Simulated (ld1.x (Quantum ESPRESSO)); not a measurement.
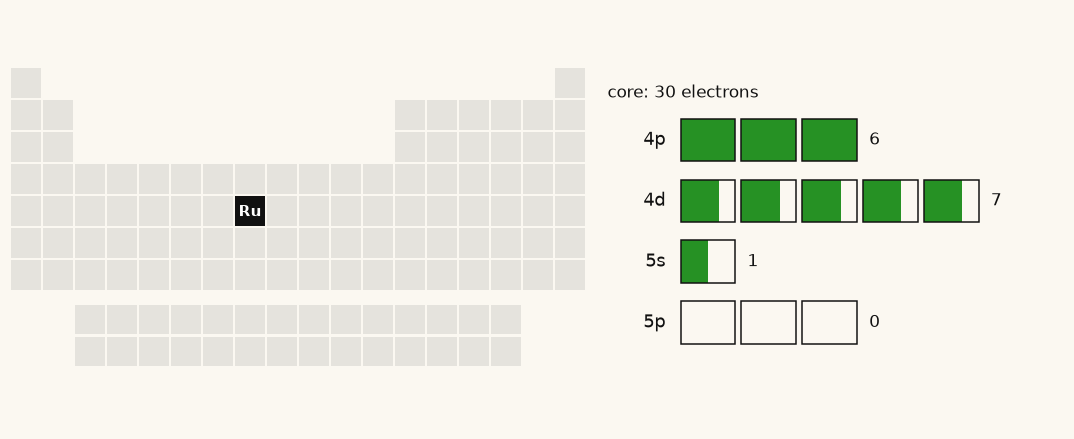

Left, the place of ruthenium in the periodic table; right, the valence shells of the reference configuration: a box for each of the 2l + 1 orbitals, shaded by the share of the shell that is filled, with the electron count at the right.

Pseudopotential generation for Ru (part 1 of 2)

Ruthenium (Ru, Z = 44), core [Ar] 3d10 4s2, reference valence 4p6 4d7 5s1 5p0, valence charge 14. Computed at this level: TM potential, LDA (PZ), fully relativistic, made with ld1.x (Quantum ESPRESSO) 7.5.

### Results in brief

- outcome: generated, with a ghost state
- cutoffs needed: 70 Ry and 120 Ry (the cutoffs, on a coarse ladder, from which the occupation-weighted sum of valence levels, in a spherical-Bessel basis at the reference potential, stays within 10 and 1 mRy of its value at 400 Ry); ghost states and empty shells don't enter this sum
- ghost test: ghost state below the valence levels: s at -182.8 eV (spherical-Bessel basis up to 400 Ry, 20 bohr box)
- largest excitation error: +40 meV (all-electron minus pseudo) for 4p6 4d6 5s1 5p1, out of 7 test configurations
- range over which the phases arctan(r u′/u) at the test radius agree within 0.05 rad (a looser test near the poles than one of phase shifts): s: up to about 0.9 Ry; p1/2: up to about 3.2 Ry; p3/2: up to about 3.3 Ry; d3/2: over the whole range computed; d5/2: over the whole range computed
- hardware: 1 CPU thread, shared host
- wall time: 2.4 s

### Remarks

The potential has a bound ghost state, so it can't be used as it stands.

### Input file
```
 &input
   title='Ru', zed=44., rel=2, dft='PZ', iswitch=3,
   config='[Kr] 4d7 5s1 5p0', rel_dist='average',
   nld=5, rlderiv=3.25, eminld=-5.0, emaxld=5.0, deld=0.02
 /
 &inputp
   pseudotype=2, tm=.true., lloc=-1, rcloc=1.25,
   nlcc=.true., new_core_ps=.true., rcore=1.40,
   file_pseudopw='Ru.UPF', file_wfcaegen='ae.wfc', file_wfcncgen='nc.wfc', file_beta='beta', file_chi='chi'
 /
3
5S  1  0   1.00   0.00  3.00  3.00  0.0
4P  2  1   6.00   0.00  1.35  1.35  0.0
4D  3  2   7.00   0.00  1.60  1.60  0.0
 &test
   configts(1)='4p6 4d7 5s1 5p0'
 /
```

### Input of the test run
```
 &input
   title='Ru', zed=44., rel=2, dft='PZ', iswitch=2,
   config='[Kr] 4d7 5s1 5p0', rel_dist='average'
 /
 &test
   file_pseudo='Ru.UPF', nconf=8,
   configts(1)='4p6 4d7 5s1 5p0',
   configts(2)='4p6 4d7 5s0 5p0',
   configts(3)='4p6 4d6 5s0 5p0',
   configts(4)='4p6 4d5 5s0 5p0',
   configts(5)='4p6 4d8 5s0 5p0',
   configts(6)='4p6 4d6 5s1 5p1',
   configts(7)='4p6 4d7 5s0 5p1',
   configts(8)='4p6 4d7.5 5s0.5 5p0'
 /
```

Run as:
```bash
ld1.x < Ru.in > Ru.out
```

### The program's output
```
     Program LD1 v.7.5
     --------------------------- All-electron run ----------------------------

     Ru
     dirac relativistic calculation

     atomic number is 44.00
     dft =PZ   lsd =0 sic =0 latt =0  beta=0.20 tr2=1.0E-14
     Exchange-correlation= PZ
                           (   1   1   0   0   0   0   0)
     mesh =1233 r(mesh) = 101.06970 a.u. xmin = -7.00 dx = 0.01250
     1 Ry =  13.60569312 eV, c = 137.03599908

     n l j   nl                  e(Ry)          e(Ha)          e(eV)
     Spin orbit split results
     1 0 0.5 1S 1( 2.00)     -1609.4096      -804.7048    -21897.1330
     2 0 0.5 2S 1( 2.00)      -231.4098      -115.7049     -3148.4902
     2 1 0.5 2P 1( 2.00)      -213.9673      -106.9836     -2911.1729
     2 1 1.5 2P 1( 4.00)      -204.3600      -102.1800     -2780.4600
     3 0 0.5 3S 1( 2.00)       -40.7151       -20.3576      -553.9576
     3 1 0.5 3P 1( 2.00)       -33.9426       -16.9713      -461.8124
     3 1 1.5 3P 1( 4.00)       -32.3115       -16.1558      -439.6206
     4 0 0.5 4S 1( 2.00)        -5.6154        -2.8077       -76.4009
     4 1 0.5 4P 1( 2.00)        -3.5916        -1.7958       -48.8663
     4 1 1.5 4P 1( 4.00)        -3.3390        -1.6695       -45.4297
     3 2 1.5 3D 1( 4.00)       -20.2762       -10.1381      -275.8721
     3 2 2.5 3D 1( 6.00)       -19.9581        -9.9791      -271.5438
     4 2 1.5 4D 1( 2.80)        -0.4116        -0.2058        -5.5995
     4 2 2.5 4D 1( 4.20)        -0.3877        -0.1939        -5.2753
     5 0 0.5 5S 1( 1.00)        -0.3321        -0.1661        -4.5185
     5 1 0.5 5P 1( 0.00)        -0.0822        -0.0411        -1.1191
     5 1 1.5 5P 1( 0.00)        -0.0735        -0.0367        -0.9998
     Averaged results
     1 0     1S 1( 2.00)     -1609.4096      -804.7048    -21897.1330
     2 0     2S 1( 2.00)      -231.4098      -115.7049     -3148.4902
     2 1     2P 1( 6.00)      -207.5624      -103.7812     -2824.0309
     3 0     3S 1( 2.00)       -40.7151       -20.3576      -553.9576
     3 1     3P 1( 6.00)       -32.8552       -16.4276      -447.0178
     4 0     4S 1( 2.00)        -5.6154        -2.8077       -76.4009
     4 1     4P 1( 6.00)        -3.4232        -1.7116       -46.5752
     3 2     3D 1(10.00)       -20.0853       -10.0427      -273.2751
     4 2     4D 1( 7.00)        -0.3973        -0.1986        -5.4050
     5 0     5S 1( 1.00)        -0.3321        -0.1661        -4.5185
     5 1     5P 1( 0.00)        -0.0764        -0.0382        -1.0396

     final scf error:  6.1E-15 reached in  32 iterations

     Etot =   -9054.125899 Ry,   -4527.062950 Ha, -123187.658481 eV

     Ekin =    9419.354571 Ry,    4709.677286 Ha,  128156.847710 eV
     Encl =  -21912.201687 Ry,  -10956.100844 Ha, -298130.691805 eV
     Eh   =    3696.927406 Ry,    1848.463703 Ha,   50299.259786 eV
     Exc  =    -258.206189 Ry,    -129.103095 Ha,   -3513.074172 eV

     normalization and overlap integrals

     s(1S/1S) =  1.000000  <r> =   0.0335  <r2> =    0.0015  r(max) =   0.0216
     s(2S/2S) =  1.000000  <r> =   0.1455  <r2> =    0.0250  r(max) =   0.1229
     s(2P/2P) =  1.000000  <r> =   0.1237  <r2> =    0.0188  r(max) =   0.0957
     s(2P/2P) =  1.000000  <r> =   0.1285  <r2> =    0.0201  r(max) =   0.0993
     s(3S/3S) =  1.000000  <r> =   0.4032  <r2> =    0.1863  r(max) =   0.3600
     s(3P/3P) =  1.000000  <r> =   0.3962  <r2> =    0.1828  r(max) =   0.3467
     s(3P/3P) =  1.000000  <r> =   0.4069  <r2> =    0.1926  r(max) =   0.3600
     s(4S/4S) =  1.000000  <r> =   1.0177  <r2> =    1.1757  r(max) =   0.9078
     s(4P/4P) =  1.000000  <r> =   1.1061  <r2> =    1.4056  r(max) =   0.9664
     s(4P/4P) =  1.000000  <r> =   1.1380  <r2> =    1.4887  r(max) =   0.9909
     s(3D/3D) =  1.000000  <r> =   0.3824  <r2> =    0.1753  r(max) =   0.2984
     s(3D/3D) =  1.000000  <r> =   0.3859  <r2> =    0.1783  r(max) =   0.3022
     s(4D/4D) =  1.000000  <r> =   1.6895  <r2> =    3.5801  r(max) =   1.2102
     s(4D/4D) =  1.000000  <r> =   1.7185  <r2> =    3.7142  r(max) =   1.2255
     s(5S/5S) =  1.000000  <r> =   3.3371  <r2> =   12.8687  r(max) =   2.7273
     s(5P/5P) =  1.000000  <r> =   4.8908  <r2> =   28.5581  r(max) =   3.7278
     s(5P/5P) =  1.000000  <r> =   5.0866  <r2> =   30.9180  r(max) =   3.8702

     ------------------------ End of All-electron run ------------------------

     --------------------- Generating NC pseudopotential ---------------------

      Generating local potential from pseudized AE potential:
      Matching radius rcloc =   1.2500

      Local pseudo, rcloc= 1.241 Estimated cut-off energy=    16.29 Ry

      Computing core charge for nlcc:

       r > 1.41 : true rho core
      Core charge pseudized with two Bessel functions
      Integrated core pseudo-charge :   3.22

     Fully relativistic calculation: |psi|^2

     Wfc 5S LC norm =  0.99996628 SC norm =  0.00003209 missing  0.00000163

     Wfc 4P LC norm =  0.99970111 SC norm =  0.00029889 missing  0.00000000

     Wfc 4P LC norm =  0.99971535 SC norm =  0.00028465 missing  0.00000001

     Wfc 4D LC norm =  0.99985464 SC norm =  0.00014534 missing  0.00000002

     Wfc 4D LC norm =  0.99985859 SC norm =  0.00014066 missing  0.00000075

      Wfc   5S  rcut= 2.977  Using Troullier-Martins method

      Wfc   4P  rcut= 1.338  Using Troullier-Martins method

      Wfc   4P  rcut= 1.338  Using Troullier-Martins method

      Wfc   4D  rcut= 1.593  Using Troullier-Martins method

      Wfc   4D  rcut= 1.593  Using Troullier-Martins method

     ------------------- End of pseudopotential generation -------------------

     --------------------------- All-electron run ----------------------------

     Ru
     dirac relativistic calculation

     atomic number is 44.00
     dft =PZ   lsd =0 sic =0 latt =0  beta=0.20 tr2=1.0E-14
     Exchange-correlation= PZ
                           (   1   1   0   0   0   0   0)
     mesh =1233 r(mesh) = 101.06970 a.u. xmin = -7.00 dx = 0.01250
     1 Ry =  13.60569312 eV, c = 137.03599908

     n l j   nl                  e(Ry)          e(Ha)          e(eV)
     Spin orbit split results
     1 0 0.5 1S 1( 2.00)     -1609.4096      -804.7048    -21897.1330
     2 0 0.5 2S 1( 2.00)      -231.4098      -115.7049     -3148.4902
     2 1 0.5 2P 1( 2.00)      -213.9673      -106.9836     -2911.1729
     2 1 1.5 2P 1( 4.00)      -204.3600      -102.1800     -2780.4600
     3 0 0.5 3S 1( 2.00)       -40.7151       -20.3576      -553.9576
     3 1 0.5 3P 1( 2.00)       -33.9426       -16.9713      -461.8124
     3 1 1.5 3P 1( 4.00)       -32.3115       -16.1558      -439.6206
     4 0 0.5 4S 1( 2.00)        -5.6154        -2.8077       -76.4009
     4 1 0.5 4P 1( 2.00)        -3.5916        -1.7958       -48.8663
     4 1 1.5 4P 1( 4.00)        -3.3390        -1.6695       -45.4297
     3 2 1.5 3D 1( 4.00)       -20.2762       -10.1381      -275.8721
     3 2 2.5 3D 1( 6.00)       -19.9581        -9.9791      -271.5438
     4 2 1.5 4D 1( 2.80)        -0.4116        -0.2058        -5.5995
     4 2 2.5 4D 1( 4.20)        -0.3877        -0.1939        -5.2753
     5 0 0.5 5S 1( 1.00)        -0.3321        -0.1661        -4.5185
     5 1 0.5 5P 1( 0.00)        -0.0822        -0.0411        -1.1191
     5 1 1.5 5P 1( 0.00)        -0.0735        -0.0367        -0.9998
     Averaged results
     1 0     1S 1( 2.00)     -1609.4096      -804.7048    -21897.1330
     2 0     2S 1( 2.00)      -231.4098      -115.7049     -3148.4902
     2 1     2P 1( 6.00)      -207.5624      -103.7812     -2824.0309
     3 0     3S 1( 2.00)       -40.7151       -20.3576      -553.9576
     3 1     3P 1( 6.00)       -32.8552       -16.4276      -447.0178
     4 0     4S 1( 2.00)        -5.6154        -2.8077       -76.4009
     4 1     4P 1( 6.00)        -3.4232        -1.7116       -46.5752
     3 2     3D 1(10.00)       -20.0853       -10.0427      -273.2751
     4 2     4D 1( 7.00)        -0.3973        -0.1986        -5.4050
     5 0     5S 1( 1.00)        -0.3321        -0.1661        -4.5185
     5 1     5P 1( 0.00)        -0.0764        -0.0382        -1.0396

     final scf error:  6.1E-15 reached in  32 iterations

     Etot =   -9054.125899 Ry,   -4527.062950 Ha, -123187.658481 eV

     Ekin =    9419.354571 Ry,    4709.677286 Ha,  128156.847710 eV
     Encl =  -21912.201687 Ry,  -10956.100844 Ha, -298130.691805 eV
     Eh   =    3696.927406 Ry,    1848.463703 Ha,   50299.259786 eV
     Exc  =    -258.206189 Ry,    -129.103095 Ha,   -3513.074172 eV

     normalization and overlap integrals

     s(1S/1S) =  1.000000  <r> =   0.0335  <r2> =    0.0015  r(max) =   0.0216
     s(2S/2S) =  1.000000  <r> =   0.1455  <r2> =    0.0250  r(max) =   0.1229
     s(2P/2P) =  1.000000  <r> =   0.1237  <r2> =    0.0188  r(max) =   0.0957
     s(2P/2P) =  1.000000  <r> =   0.1285  <r2> =    0.0201  r(max) =   0.0993
     s(3S/3S) =  1.000000  <r> =   0.4032  <r2> =    0.1863  r(max) =   0.3600
     s(3P/3P) =  1.000000  <r> =   0.3962  <r2> =    0.1828  r(max) =   0.3467
     s(3P/3P) =  1.000000  <r> =   0.4069  <r2> =    0.1926  r(max) =   0.3600
     s(4S/4S) =  1.000000  <r> =   1.0177  <r2> =    1.1757  r(max) =   0.9078
     s(4P/4P) =  1.000000  <r> =   1.1061  <r2> =    1.4056  r(max) =   0.9664
     s(4P/4P) =  1.000000  <r> =   1.1380  <r2> =    1.4887  r(max) =   0.9909
     s(3D/3D) =  1.000000  <r> =   0.3824  <r2> =    0.1753  r(max) =   0.2984
     s(3D/3D) =  1.000000  <r> =   0.3859  <r2> =    0.1783  r(max) =   0.3022
     s(4D/4D) =  1.000000  <r> =   1.6895  <r2> =    3.5801  r(max) =   1.2102
     s(4D/4D) =  1.000000  <r> =   1.7185  <r2> =    3.7142  r(max) =   1.2255
     s(5S/5S) =  1.000000  <r> =   3.3371  <r2> =   12.8687  r(max) =   2.7273
     s(5P/5P) =  1.000000  <r> =   4.8908  <r2> =   28.5581  r(max) =   3.7278
     s(5P/5P) =  1.000000  <r> =   5.0866  <r2> =   30.9180  r(max) =   3.8702

     ------------------------ End of All-electron run ------------------------

     Computing logarithmic derivative in   3.26931
     Computing logarithmic derivative in   3.26931
     Computing the partial wave expansion
     R is outside the sphere for l=    0 j= 0.50
     R is outside the sphere for l=    1 j= 0.50
     R is outside the sphere for l=    1 j= 1.50
     R is outside the sphere for l=    2 j= 1.50
     R is outside the sphere for l=    2 j= 2.50

     ---------------------- Testing the pseudopotential ----------------------

     Ru
     dirac relativistic calculation

     atomic number is 44.00   valence charge is 14.00
     dft =PZ   lsd =0 sic =0 latt =0  beta=0.20 tr2=1.0E-14
     mesh =1233 r(mesh) = 101.06970 xmin = -7.00 dx = 0.01250

     n l  j  nl             e AE (Ry)       e PS (Ry)    De AE-PS (Ry)
     2 1 0.5 4P   1( 2.00)       -3.59160       -3.59161        0.00001
     2 1 1.5 4P   1( 4.00)       -3.33902       -3.33907        0.00005
     3 2 1.5 4D   1( 2.80)       -0.41156       -0.41154       -0.00002
     3 2 2.5 4D   1( 4.20)       -0.38773       -0.38774        0.00001
     1 0 0.5 5S   1( 1.00)       -0.33210       -0.33210        0.00000
     3 1 0.5 5P   1( 0.00)       -0.08225       -0.08379        0.00154
     3 1 1.5 5P   1( 0.00)       -0.07349       -0.07484        0.00136

     eps = 7.7E-15  iter = 10

     Etot =   -9054.125899 Ry,   -4527.062950 Ha, -123187.658481 eV
     Etotps =  -140.747937 Ry,     -70.373968 Ha,   -1914.973233 eV

     Ekin =      59.866635 Ry,      29.933318 Ha,     814.527070 eV
     Encl =    -311.102590 Ry,    -155.551295 Ha,   -4232.766364 eV
     Ehrt =     117.010491 Ry,      58.505245 Ha,    1592.008830 eV
     Ecxc =     -22.127468 Ry,     -11.063734 Ha,    -301.059535 eV
     (Ecc =      -3.772390 Ry,      -1.886195 Ha,     -51.325985 eV)
     Epseu=      15.604995 Ry,       7.802497 Ha,     212.316767 eV

     ---------------------- End of pseudopotential test ----------------------
```

### Output of the test run (extracts)
```
     ---------------------- Testing the pseudopotential ----------------------

     Ru
     dirac relativistic calculation

     atomic number is 44.00   valence charge is 14.00
     dft =PZ   lsd =0 sic =0 latt =0  beta=0.20 tr2=1.0E-14
     mesh =1233 r(mesh) = 101.06970 xmin = -7.00 dx = 0.01250

     n l  j  nl             e AE (Ry)       e PS (Ry)    De AE-PS (Ry)
     2 1 0.5 4P   1( 2.00)       -3.59160       -3.59161        0.00001
     2 1 1.5 4P   1( 4.00)       -3.33902       -3.33907        0.00005
     3 2 1.5 4D   1( 2.80)       -0.41156       -0.41154       -0.00002
     3 2 2.5 4D   1( 4.20)       -0.38773       -0.38774        0.00001
     1 0 0.5 5S   1( 1.00)       -0.33210       -0.33210        0.00000
     3 1 0.5 5P   1( 0.00)       -0.08225       -0.08379        0.00154
     3 1 1.5 5P   1( 0.00)       -0.07349       -0.07484        0.00136

     eps = 8.5E-15  iter = 10

     Etot =   -9054.125899 Ry,   -4527.062950 Ha, -123187.658481 eV
     Etotps =  -140.747937 Ry,     -70.373968 Ha,   -1914.973232 eV

     Ekin =      59.866635 Ry,      29.933318 Ha,     814.527070 eV
     Encl =    -311.102590 Ry,    -155.551295 Ha,   -4232.766364 eV
     Ehrt =     117.010491 Ry,      58.505245 Ha,    1592.008830 eV
     Ecxc =     -22.127468 Ry,     -11.063734 Ha,    -301.059535 eV
     (Ecc =      -3.772390 Ry,      -1.886195 Ha,     -51.325985 eV)
     Epseu=      15.604995 Ry,       7.802497 Ha,     212.316767 eV

     ---------------------- End of pseudopotential test ----------------------

     ---------------------- Testing the pseudopotential ----------------------

     Ru
     dirac relativistic calculation

     atomic number is 44.00   valence charge is 14.00
     dft =PZ   lsd =0 sic =0 latt =0  beta=0.20 tr2=1.0E-14
     mesh =1233 r(mesh) = 101.06970 xmin = -7.00 dx = 0.01250

     n l  j  nl             e AE (Ry)       e PS (Ry)    De AE-PS (Ry)
     2 1 0.5 4P   1( 2.00)       -4.14210       -4.13857       -0.00353
     2 1 1.5 4P   1( 4.00)       -3.89012       -3.88700       -0.00313
     3 2 1.5 4D   1( 2.80)       -0.95583       -0.95521       -0.00062
     3 2 2.5 4D   1( 4.20)       -0.93122       -0.93071       -0.00051
     1 0 0.5 5S   1( 0.00)       -0.79589       -0.79757        0.00169
     3 1 0.5 5P   1( 0.00)       -0.47289       -0.47648        0.00358
     3 1 1.5 5P   1( 0.00)       -0.45568       -0.45900        0.00332

     eps = 1.9E-15  iter =  9

     Etot =   -9053.566241 Ry,   -4526.783121 Ha, -123180.043946 eV
     Etotps =  -140.187655 Ry,     -70.093827 Ha,   -1907.350208 eV
     dEtot_ae =       0.559658 Ry
     dEtot_ps =       0.560282 Ry,   Delta E=      -0.000624 Ry

     Ekin =      60.553111 Ry,      30.276556 Ha,     823.867052 eV
     Encl =    -303.706845 Ry,    -151.853423 Ha,   -4132.142137 eV
     Ehrt =     109.592236 Ry,      54.796118 Ha,    1491.078337 eV
     Ecxc =     -21.809878 Ry,     -10.904939 Ha,    -296.738512 eV
     (Ecc =      -3.772390 Ry,      -1.886195 Ha,     -51.325985 eV)
     Epseu=      15.183721 Ry,       7.591861 Ha,     206.585053 eV

     ---------------------- End of pseudopotential test ----------------------

     ---------------------- Testing the pseudopotential ----------------------

     Ru
     dirac relativistic calculation

     atomic number is 44.00   valence charge is 14.00
     dft =PZ   lsd =0 sic =0 latt =0  beta=0.20 tr2=1.0E-14
     mesh =1233 r(mesh) = 101.06970 xmin = -7.00 dx = 0.01250

     n l  j  nl             e AE (Ry)       e PS (Ry)    De AE-PS (Ry)
     2 1 0.5 4P   1( 2.00)       -5.06507       -5.06189       -0.00318
     2 1 1.5 4P   1( 4.00)       -4.80961       -4.80682       -0.00278
     3 2 1.5 4D   1( 2.40)       -1.80801       -1.80729       -0.00072
     3 2 2.5 4D   1( 3.60)       -1.78037       -1.77976       -0.00061
     1 0 0.5 5S   1( 0.00)       -1.42501       -1.46732        0.04232  !
     3 1 0.5 5P   1( 0.00)       -1.01901       -1.02576        0.00676  !
     3 1 1.5 5P   1( 0.00)       -0.99117       -0.99764        0.00647  !

     eps = 1.4E-16  iter = 10

     Etot =   -9052.211145 Ry,   -4526.105572 Ha, -123161.606919 eV
     Etotps =  -138.833230 Ry,     -69.416615 Ha,   -1888.922325 eV
     dEtot_ae =       1.914755 Ry
     dEtot_ps =       1.914706 Ry,   Delta E=       0.000048 Ry

     Ekin =      58.890276 Ry,      29.445138 Ha,     801.243018 eV
     Encl =    -290.348139 Ry,    -145.174069 Ha,   -3950.387675 eV
     Ehrt =      98.310844 Ry,      49.155422 Ha,    1337.587175 eV
     Ecxc =     -20.975278 Ry,     -10.487639 Ha,    -285.383202 eV
     (Ecc =      -3.772390 Ry,      -1.886195 Ha,     -51.325985 eV)
     Epseu=      15.289067 Ry,       7.644534 Ha,     208.018358 eV

     ---------------------- End of pseudopotential test ----------------------

     ---------------------- Testing the pseudopotential ----------------------

     Ru
     dirac relativistic calculation

     atomic number is 44.00   valence charge is 14.00
     dft =PZ   lsd =0 sic =0 latt =0  beta=0.20 tr2=1.0E-14
     mesh =1233 r(mesh) = 101.06970 xmin = -7.00 dx = 0.01250

     n l  j  nl             e AE (Ry)       e PS (Ry)    De AE-PS (Ry)
     2 1 0.5 4P   1( 2.00)       -6.11746       -6.11599       -0.00147
     2 1 1.5 4P   1( 4.00)       -5.85673       -5.85562       -0.00111
     3 2 1.5 4D   1( 2.00)       -2.77893       -2.77909        0.00015
     3 2 2.5 4D   1( 3.00)       -2.74814       -2.74840        0.00026
     1 0 0.5 5S   1( 0.00)       -2.13356       -2.13356        0.00000
     3 1 0.5 5P   1( 0.00)       -1.65324       -1.66505        0.01182  !
     3 1 1.5 5P   1( 0.00)       -1.61466       -1.62624        0.01158  !

     eps = 8.2E-15  iter =  6

     Etot =   -9049.944021 Ry,   -4524.972010 Ha, -123130.761126 eV
     Etotps =  -136.566417 Ry,     -68.283209 Ha,   -1858.080761 eV
     dEtot_ae =       4.181878 Ry
     dEtot_ps =       4.181520 Ry,   Delta E=       0.000359 Ry

     Ekin =      56.381584 Ry,      28.190792 Ha,     767.110531 eV
     Encl =    -274.796152 Ry,    -137.398076 Ha,   -3738.792112 eV
     Ehrt =      86.401159 Ry,      43.200579 Ha,    1175.547649 eV
     Ecxc =     -19.969807 Ry,      -9.984903 Ha,    -271.703062 eV
     (Ecc =      -3.772390 Ry,      -1.886195 Ha,     -51.325985 eV)
     Epseu=      15.416799 Ry,       7.708399 Ha,     209.756233 eV

     ---------------------- End of pseudopotential test ----------------------
```

(Continued in part 2.)
